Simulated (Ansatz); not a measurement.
# Profile along the Rh–Rh line in Rh (fcc, Cu type)

Rh (fcc, Cu type)

Space group Fm-3m (No. 225); a = b = c = 3.830 Å, α = β = γ = 90.00°

```json
[
 {"atom": "Rh", "site": "4a", "symmetry": "m-3m", "x": "0.0000", "y": "0.0000", "z": "0.0000"}
]
```
(The calculation used a cell of 1 atom; values per cell refer to that cell.)

Fields along a shortest Rh–Rh line of a {111} plane (2.71 Å), from Rh to Rh, interpolated on the slice's grid (step about 0.2 Å). Level of theory: PBE (plane waves to 420 eV, PAW, scalar-relativistic; Ansatz, a program for electronic structure). k mesh 21×21×21. Inside the PAW spheres the values are not all-electron values, and peaks at nuclei hang on which shells count as valence. Rh is run without spin polarisation. Rh was relaxed with its symmetry unable to fall. The PAW data are Ansatz's earlier set.

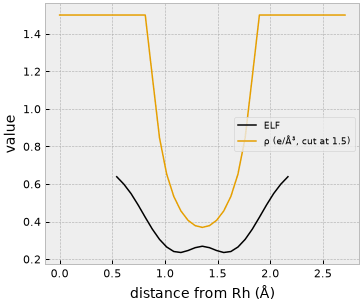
Figure. ELF (away from the nuclei) and valence density from Rh to Rh.

Density on the Rh–Rh line (2.71 Å) at its midpoint: 0.37 e/Å³. ELF at that point: 0.27.
